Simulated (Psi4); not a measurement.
**B2PLYP/cc-pCVQZ (density fitting, density fitting for correlation, sweep point 7) run of NClO (nitrosyl chloride)**

What is the vertical ionisation energy of NClO (nitrosyl chloride) at B2PLYP/cc-pCVQZ (density fitting, density fitting for correlation, sweep point 7)? 

The results are computed with Psi4 1.11.

**1. The system as given**

NClO: 3 atoms, total charge 0, spin state singlet. As SMILES, `O=NCl`. The coordinates come from a PBE0-D4/def2-TZVP relaxation.

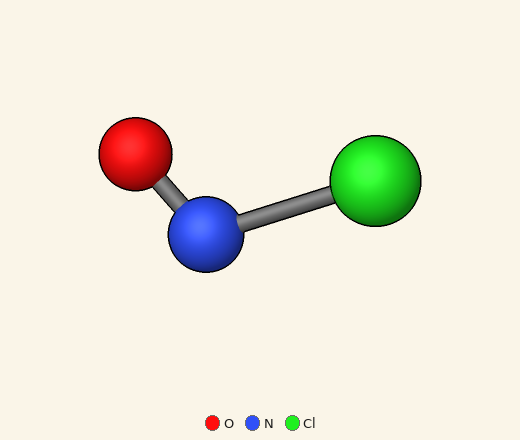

The structure, seen from a chosen angle (oxygen red, nitrogen blue, chlorine green).

**2. A single-point energy at B2PLYP/cc-pCVQZ (density fitting, density fitting for correlation, sweep point 7)**

Input file clno.inp:

```
memory 1.6 GB

molecule {
  0 1
  O      1.000080    -0.338330     0.513880
  N      0.052050    -0.599550    -0.035840
  Cl    -1.052130     0.937900    -0.478040
  units angstrom
  symmetry c1
}

set globals {
  basis                cc-pCVQZ
  puream               true
  scf_type             df
  dft_radial_points    99
  dft_spherical_points 590
  num_frozen_docc      0
}

E, wfn = energy('b2plyp', return_wfn=True)
```

Command:

```console
$ psi4 -n 1 clno.inp clno.out
```

clno.out:

```text
[...]
  Running in c1 symmetry.
[...]
  Nuclear repulsion =   86.249462462367376
[...]
  Multiplicity = 1
[...]
  Nalpha       = 16
  Nbeta        = 16
[...]
    Number of basis functions: 277
[...]
   @DF-RKS iter   1:  -589.70498859204292   -4.33283e-01   1.42169e-03 DIIS/ADIIS
[...]
   @DF-RKS iter   9:  -589.75184091785286   -1.04127e-07   2.95115e-07 DIIS
[...]
    Orbital Energies [Eh]
    ---------------------
    Doubly Occupied:
       1A   -102.905152     2A    -19.909522     3A    -15.093226
       4A     -9.911691     5A     -7.550814     6A     -7.546227
       7A     -7.545503     8A     -1.473747     9A     -0.951718
      10A     -0.815896    11A     -0.659028    12A     -0.640856
      13A     -0.640548    14A     -0.382170    15A     -0.379003
      16A     -0.358359
[...]
  @DF-RKS Final Energy:  -589.75184091785286
   => Energetics <=
    Nuclear Repulsion Energy =             86.2494624623673758
    One-Electron Energy =                -983.5886351664931908
    Two-Electron Energy =                 328.3966371958274522
    DFT Exchange-Correlation Energy =     -20.8093054095544510
    Empirical Dispersion Energy =           0.0000000000000000
    VV10 Nonlocal Energy =                  0.0000000000000000
    Total Energy =                       -589.7518409178527463
[...]
 Multipole Moments:
 ------------------------------------------------------------------------------------
     Multipole            Electronic (a.u.)      Nuclear  (a.u.)        Total (a.u.)
 ------------------------------------------------------------------------------------
 L = 1.  Multiply by 2.5417464519 to convert [e a0] to [Debye]
 Dipole X            :         -0.2215445            0.7519124            0.5303679
 Dipole Y            :          0.1065505           -0.5940577           -0.4875072
 Dipole Z            :          0.0000000            0.0000000            0.0000000
 Magnitude           :                                                    0.7203842
[...]
```

Wall time 19 s (1 thread of Intel Xeon at 2.70GHz, shared host); peak memory 1.3 GiB.

**3. The doublet cation**

Input file calc.dat:

```
memory 1600 MB

molecule {
  1 2
  O      1.000080    -0.338330     0.513880
  N      0.052050    -0.599550    -0.035840
  Cl    -1.052130     0.937900    -0.478040
  symmetry c1
}

set {
  basis cc-pCVQZ
  reference uks
  puream true
  scf_type df
  dft_radial_points 99
  dft_spherical_points 590
  num_frozen_docc 0
  maxiter 100
}

result = energy('b2plyp')
print_variables()
```

Command:

```console
$ psi4 -i calc.dat -o calc.out -n 1
```

calc.out:

```text
[...]
  Running in c1 symmetry.
[...]
  Nuclear repulsion =   86.249462462367376
[...]
  Multiplicity = 2
[...]
  Nalpha       = 16
  Nbeta        = 15
[...]
    Number of basis functions: 277
[...]
   @DF-UKS iter   1:  -589.26186684168488    9.83840e-03   1.54661e-03 DIIS/ADIIS
[...]
   @DF-UKS iter  18:  -589.34985882649335   -6.79115e-07   2.74110e-07 DIIS
[...]
   @S^2 Observed:                8.072167808E-01
[...]
    Orbital Energies [Eh]
    ---------------------
    Alpha Occupied:
       1A   -103.254498     2A    -20.265857     3A    -15.426001
       4A    -10.256445     5A     -7.907916     6A     -7.887475
       7A     -7.886657     8A     -1.800793     9A     -1.284621
      10A     -1.138887    11A     -0.993344    12A     -0.965629
      13A     -0.952817    14A     -0.713543    15A     -0.687310
      16A     -0.686528
    Alpha Virtual:
      17A     -0.375653    18A     -0.336011    19A     -0.036896
      20A      0.027505    21A      0.049163    22A      0.052333
      23A      0.064639    24A      0.086689    25A      0.092218
[...]
  @DF-UKS Final Energy:  -589.34985882649335
   => Energetics <=
    Nuclear Repulsion Energy =             86.2494624623673758
    One-Electron Energy =                -973.2249078242950873
    Two-Electron Energy =                 318.2490912913568195
    DFT Exchange-Correlation Energy =     -20.6235047559224824
    Empirical Dispersion Energy =           0.0000000000000000
    VV10 Nonlocal Energy =                  0.0000000000000000
    Total Energy =                       -589.3498588264934597
[...]
 Multipole Moments:
 ------------------------------------------------------------------------------------
     Multipole            Electronic (a.u.)      Nuclear  (a.u.)        Total (a.u.)
 ------------------------------------------------------------------------------------
 L = 1.  Multiply by 2.5417464519 to convert [e a0] to [Debye]
 Dipole X            :         -0.3124763            0.7519124            0.4394361
 Dipole Y            :          0.1644639           -0.5940577           -0.4295938
 Dipole Z            :         -0.0000000            0.0000000           -0.0000000
 Magnitude           :                                                    0.6145364
[...]
```

It took 47 s on 1 thread of Intel Xeon at 2.70GHz, shared host; peak memory 1.3 GiB.

**4. What came out**

At B2PLYP/cc-pCVQZ (density fitting, density fitting for correlation, sweep point 7):

| quantity | value |
| --- | --- |
| singlet NClO: total energy | -590.12591 Eh |
| singlet NClO: HOMO energy (SCF part's orbitals) | -9.75 eV |
| singlet NClO: LUMO energy (SCF part's orbitals) | -1.89 eV |
| singlet NClO: HOMO–LUMO gap (SCF part's orbitals) | 7.86 eV |
| doublet cation: total energy | -589.71169 Eh |
| doublet cation: HOMO energy (SCF part's orbitals) (highest over α and β) | -18.27 eV |
| doublet cation: LUMO energy (SCF part's orbitals) (lowest over α and β) | -12.15 eV |
| doublet cation: ⟨S²⟩ | 0.807 |
| vertical ionisation energy (to the doublet cation) | 11.272 eV |

What this shows: The vertical ionisation energy comes to 11.27 eV (1088 kJ/mol). −ε(HOMO) before ionisation, 9.75 eV, is 1.52 eV below this ionisation energy.
